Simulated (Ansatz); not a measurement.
# W wire along [100], 4 atoms a period: bands along the axis, part 2 of 2

Aim: is the W wire along [100], 4 atoms a period a metal or a semiconductor?

Ansatz 0.2.0; DFT PBE, plane waves, PAW; relaxation of a wire's period; PAW set soft_1 (the session's first sound run).

So far: Starting point; The relaxed wire.

## (2) The relaxed wire (continued)

Step by step:

| step | energy less that of the first step (eV) | largest force component (eV/Å) | pressure (GPa) | volume (Å³) |
| --- | --- | --- | --- | --- |
| 1 | 0.0000 | 4.2852 | -7.35 | 315.10 |
| 2 | -1.5558 | 1.7156 | 1.52 | 309.89 |
| 3 | -1.6374 | 0.6171 | 0.03 | 294.51 |
| 4 | -1.7342 | 0.2512 | -0.38 | 303.39 |
| 5 | -1.7378 | 0.0059 | 0.03 | 302.90 |
| 6* | -1.7366 | 0.0060 | 0.03 | 302.90 |

Relaxation steps marked * repeat the geometry before them on a plane-wave basis chosen anew for their cell, so energy and pressure can jump there.

Forces are held to the 16 operations that the run works with; a distortion that breaks them can't arise in this run.

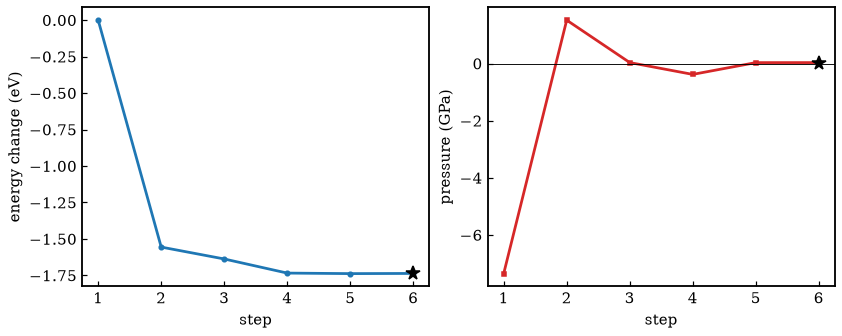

Energy and pressure along the relaxation. Stars mark steps on a basis chosen anew.

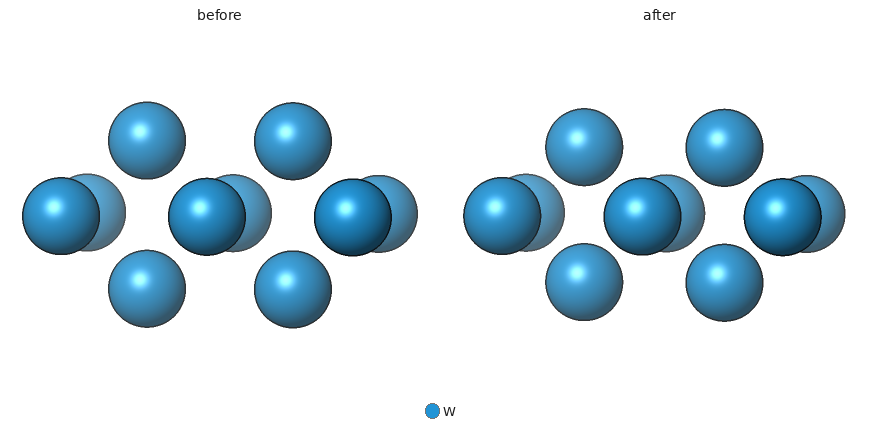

The structure before and after the relaxation, drawn at the same scale.

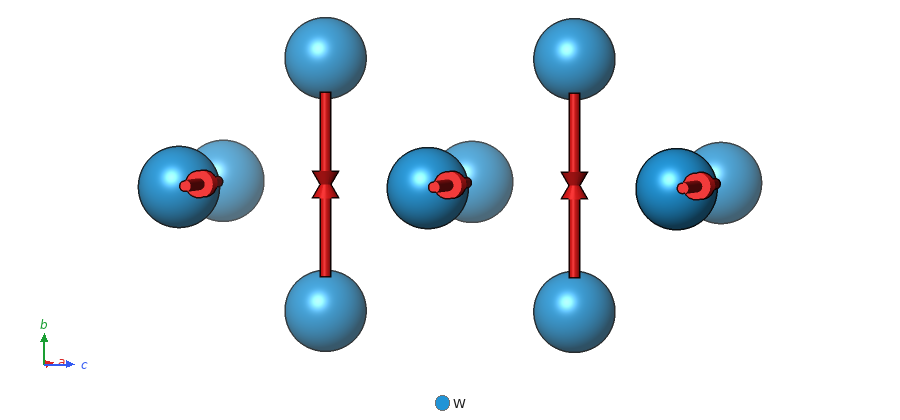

Displacements in the relaxation, exaggerated, measured against the changing cell; the longest in the cell stands for 0.14 Å. 1×1×2 cells are drawn. Some periodic images of atoms are drawn too.

| cell as run | before | after | change |
| --- | --- | --- | --- |
| c (Å) | 3.170 | 3.047 | -3.9 % |

The atoms that moved most (Å, along periodic axes as changes of fractional coordinates times the final cell, across vacuum about the mean position):

| atom | dx | dy | dz | length |
| --- | --- | --- | --- | --- |
| W2 | -0.141 | 0.000 | 0.000 | 0.141 |
| W4 | 0.000 | -0.141 | 0.000 | 0.141 |
| W1 | 0.141 | 0.000 | 0.000 | 0.141 |
| W3 | 0.000 | 0.141 | 0.000 | 0.141 |

The relaxed structure:

```xyz
4
Lattice="9.9700 0.0000 0.0000 0.0000 9.9700 0.0000 0.0000 0.0000 3.0473" Properties=species:S:1:pos:R:3
W     3.5415    4.9850    0.0000
W     6.4285    4.9850    0.0000
W     4.9850    3.5415    1.5236
W     4.9850    6.4285    1.5236
```

This step gave:

* energy at zero smearing: -41533.3272 eV
* cell length along the wire: 3.047 Å

The cell's length comes to 3.047 Å with spin left out.

## (3) The wire at its relaxed period

This step: DFT PBE, plane waves, PAW; bands of a perfect wire; PAW set soft_1 (Ansatz 0.2.0).

At the relaxed period the bands are computed along the axis; those that cross an energy going forward count the channels that a perfect wire would open there.

The input, input.yaml:

```yaml
crystal:
  lattice:
    - [9.97, 0.0, 0.0]
    - [0.0, 9.97, 0.0]
    - [0.0, 0.0, 3.0472790632]
  atoms:
    - { symbol: W, position: [0.355213424, 0.5, 0.0] }
    - { symbol: W, position: [0.644786576, 0.5, 0.0] }
    - { symbol: W, position: [0.5, 0.355213424, 0.5] }
    - { symbol: W, position: [0.5, 0.644786576, 0.5] }
kpoints:
  mp_grid: { grid: [1, 1, 27] }
  band_path: { path: ["Γ", Z], npoints: 90 }
scf:
  occupations: { method: fermi_dirac, width: 0.05 }
hamiltonian:
  xc: pbe
  pseudopotentials: { kind: paw, azcp: { folder: soft_1 } }
output:
  dos: { e_range: [-5, 4] }
  write_potential: true
  write_density: true
  volumetric_format: npy
```

Started as:

```bash
$ ansatz run input.yaml --threads 4 --pin off --max-ram 16384MiB --backend cpu --events-out ev --progress --plain --runs-dir out
```

Numbers of over 12 decimals in the logs are rounded to 6 here.

The program printed:

```text
[...]
Crystal: 4 atoms, lattice volume = 302.902 Å³
Basis set: ecut = 420 eV, 5959 PW (Γ)
Bands: 34, of which v1, the nominal top of the filled ones, is band 28 counted from 1 (27 counted from 0)
Symmetry: 16 space group operations
[...]
k-points: 14 of 27
[...]
SCF iter   1: F=—  HF=-41539.433727 eV  |F-HF|=—  |Δ(HF+E_count)|=         —  Δρ=4.54e-2  dr2=2.53e1  ethr=3.10e-3  ⟨swp⟩=8.6  Hψ=2389  notcnv=0
[...]
SCF iter  10: F=-41533.344081 eV  HF=-41533.344081 eV  |F-HF|=4.46e-8  |Δ(HF+E_count)|=   3.29e-7  Δρ=3.06e-6  dr2=7.82e-8  ethr=1.79e-10  ⟨swp⟩=6.7  Hψ=2020  notcnv=0
SCF 1 converged in 10 iterations: F = -41533.344081 eV  dr2 = 7.82e-8
[...]
NSCF: frozen V_eff on 91 k-points
WARN: The output density's exchange-correlation potential varies sharply where the density is thin. Do not read a vacuum level from v_tot or v_xc, or from such a field of the output density. On a cell that repeats whose density bears no net charge and no dipole along the vacuum's axis use v_es (v_loc + v_h of the components); under efield.dipole_correction with no amplitude use v_es + v_field, which holds any externa [...]
SCF converged after 10 iterations
Free energy (F): -41533.344081 eV
[...]
Internal energy: -41533.302556 eV  (E = F + TS)
E sigma→0 (E₀):  -41533.323318 eV
Entropy (-TS):   -0.041525 eV (-10.381 meV/atom)
Fermi energy:    2.081204 eV
[...]
--- Band table (eV; the first three rows and the last of 14) ---
  k-point 0: bands = [... 24 lower, 0.4366, 0.8146, 1.3169, 1.5770, 1.5770, 2.2568, 2.2568, 2.3185, ... 2 higher]
  k-point 1: bands = [... 24 lower, 0.3985, 0.8236, 1.3912, 1.6571, 1.6571, 2.2542, 2.2542, 2.3409, ... 2 higher]
  k-point 2: bands = [... 24 lower, 0.2932, 0.8487, 1.5876, 1.8499, 1.8499, 2.2423, 2.2423, 2.4067, ... 2 higher]
  k-point 13: bands = [... 24 lower, 0.6578, 0.8714, 2.2448, 2.2448, 2.6567, 2.7517, 3.5604, 3.5604, ... 2 higher]
```

The job ended after 14 s (4 threads of Arm Neoverse N1, shared host; peak memory 0.76 GiB; 56 s of CPU time).

Numbers from this step:

| Item | Value |
| --- | --- |
| energy at zero smearing | -41533.3233 eV |
| band gap | 0 eV |

Electronic bands along the path, in eV, zero at the Fermi level:

| point | band 25 | band 26 | band 27 | band 28 | band 29 | band 30 | band 31 | band 32 |
| --- | --- | --- | --- | --- | --- | --- | --- | --- |
| Γ | -1.64 | -1.27 | -0.76 | -0.50 | -0.50 | 0.18 | 0.18 | 0.24 |
| Z | -1.30 | -1.30 | 0.19 | 0.19 | 0.62 | 0.62 | 1.48 | 1.48 |

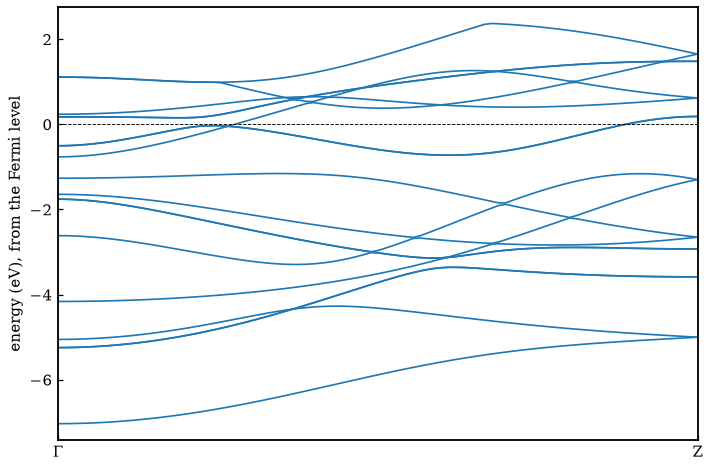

Electronic bands along the path.

Between Γ and Z the bands cross the Fermi level 3 times, so a perfect wire would conduct at least 3 G₀, with spin left out.

## (4) Outcome

```
cell length, PBE                                            : 3.047 Å
ballistic conductance by band crossings, a lower bound, PBE : 3 G₀
```

In words: Under PBE the cell's length is 3.05 Å, and the bands cross the Fermi level 3 times between Γ and Z, which gives a perfect wire at least 3 G₀ (opposite crossings within one step of the path cancel in such a count). No spin was allowed, though thin wires with open d shells can turn magnetic. Spin-orbit coupling is left out, which matters for the bands of heavy atoms.

[Logs are printed without paths, hosts, clocks, repeated set-up lines and the standing remarks that a program may print on its own settings, such as how far it seeks lower states.]

[Hosts, paths, dates, database ids (printed as entryN), source tags and the programs' standing remarks are cut or masked in the printed files.]
